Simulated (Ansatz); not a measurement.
## Run report: BHClF, frequency calculation

- system: BHClF
- method: RKS B3LYP/def2-SVP (Ansatz 0.2.0)

It belongs to a series of runs on one base structure; here: vibrations at the highest image of the band. Figures and captions count atoms from 1; the log counts them from 0 in places.

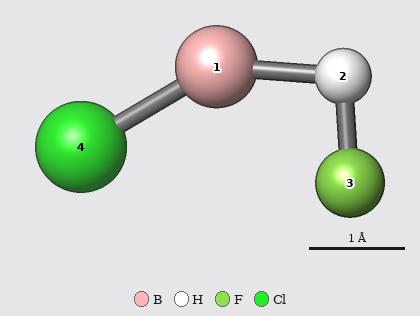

Figure 1. The input geometry (ball-and-stick view, seen at a tilt; atoms are numbered from 1 in the order of the input). Bond lengths as drawn: B–Cl 1.70 Å, B–H 1.39 Å and F–H 1.13 Å.

## Summary

```tsv
quantity	value
outcome	converged
total energy	−15923.6574 eV
mean-field energy	−15923.6574 eV
largest force (length of the vector)	0.024 eV/Å
hardware	1 thread of Arm Neoverse V1, 24 GiB of memory available, shared host
wall time	12 s
peak memory	0.095 GiB
```

## Input
```yaml
crystal:
  periodic: [false, false, false]
  atoms:
    - { symbol: B, position_ang: [-0.394042, -0.000112, 0.416815] }
    - { symbol: H, position_ang: [0.887613, -7.9e-05, 0.964622] }
    - { symbol: F, position_ang: [1.479304, 0.000151, 0.007177] }
    - { symbol: Cl, position_ang: [-1.316873, 4.1e-05, -1.009815] }
basis:
  gaussian: { orbitals: def2-SVP }
hamiltonian:
  xc: b3lyp
phonons: {}
```

Launched with:
```bash
ansatz run input.yaml --threads 1 --pin off --max-ram 2048MiB --backend cpu --events-out ev --progress --plain --runs-dir out
```

## Log
```
Engine: ansatz 0.2.0, aarch64-unknown-linux-gnu
Functional definition: B3LYP
  parameter a0 = 0.2
  parameter ax = 0.72
  parameter ac = 0.81
  exchange = (1 - a0 - ax)*slater_x + ax*b88_x + a0*exact_x
  correlation = (1 - ac)*vwn_rpa_c + ac*lyp_c
535 factors; integrals over basis functions are off by at most 3.0e-4 eV
mean field evaluation 1: about -15921.7339 eV, gradient 3.2e1 eV
mean field evaluation 2: about -15907.2082 eV, gradient 9.7e1 eV
mean field evaluation 4: about -15923.6068 eV, gradient 4.3e0 eV
mean field evaluation 8: about -15923.6573 eV, gradient 3.4e-2 eV
mean field -15923.65727189 eV, -585.1836112995 hartree, gradient 5.7e-5 eV, S^2 0.000000; 0 other end points of the search recorded, 0 dependent functions left out
the calculation of the forces begins
reference -15923.65745000 eV, -585.1836178447 hartree; 16, 16 occupied and 35, 35 virtual orbitals, 535 factors
these checks for a lower state are left out or cut short: stability, starts, cluster_reference, orbital_swaps, neighbouring_geometries, increment
535 factors; integrals over basis functions are off by at most 3.0e-4 eV
mean field evaluation 16: about -15923.6572 eV, gradient 1.3e-1 eV
mean field -15923.65724711 eV, -585.1836103888 hartree, gradient 1.8e-6 eV, S^2 0.000000; 0 other end points of the search recorded, 0 dependent functions left out
[... from here on the field's lines of each further geometry are left out, up to the last ...]
the calculation of the forces begins
reference -15923.65743794 eV, -585.1836174016 hartree; 16, 16 occupied and 35, 35 virtual orbitals, 535 factors
these checks for a lower state are left out or cut short: stability, starts, cluster_reference, orbital_swaps, neighbouring_geometries, increment
535 factors; integrals over basis functions are off by at most 3.0e-4 eV
mean field -15923.65725474 eV, -585.1836106691 hartree, gradient 2.7e-6 eV, S^2 0.000000; 0 other end points of the search recorded, 0 dependent functions left out
the calculation of the forces begins
reference -15923.65743286 eV, -585.1836172148 hartree; 16, 16 occupied and 35, 35 virtual orbitals, 535 factors
WARN: phonons: modes at or below zero, which the zero-point energy, F, S and C_V leave out: 1, the lowest at -1077.05 cm⁻¹. A minimum has none, and a first-order saddle one
Total energy: -15923.65745000 eV, -585.1836178447 hartree
Atom 0 at    -0.394042    -0.000112     0.416815 Å, force    -0.006082     0.000003    -0.020378 eV/Å
Atom 1 at     0.887613    -0.000079     0.964622 Å, force     0.002485    -0.000004     0.023674 eV/Å
Atom 2 at     1.479304     0.000151     0.007177 Å, force     0.002162     0.000002    -0.012504 eV/Å
Atom 3 at    -1.316873     0.000041    -1.009815 Å, force     0.001435    -0.000001     0.009208 eV/Å
Dipole moment:    -0.320364    -0.000011    -0.125815 e Å
Vibrations: -1077.05 195.40 630.72 655.91 937.19 2044.91 cm⁻¹, zero-point energy 0.276741 eV
```

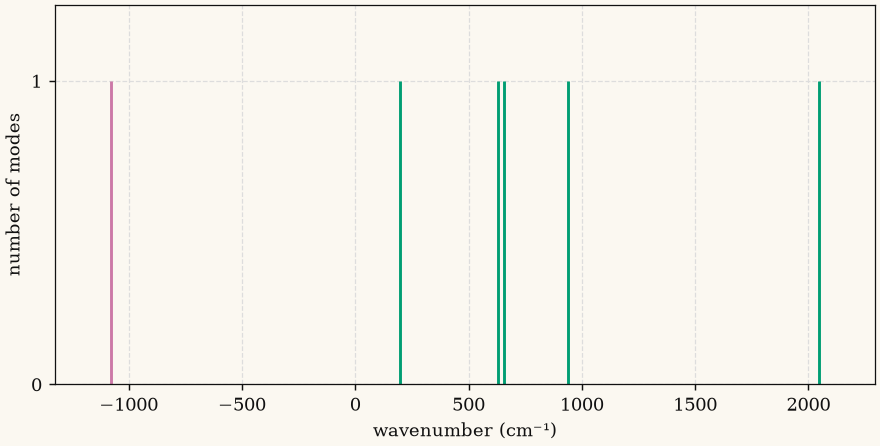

Figure 2. Harmonic vibrational wavenumbers from the force constants; neighbouring modes closer than 14 cm⁻¹ are counted in one stick, and imaginary ones are drawn at negative wavenumbers. 6 modes from 1077i to 2045 cm⁻¹, 1 imaginary beyond 8i (1077i cm⁻¹): a first-order saddle point, if the geometry is stationary.
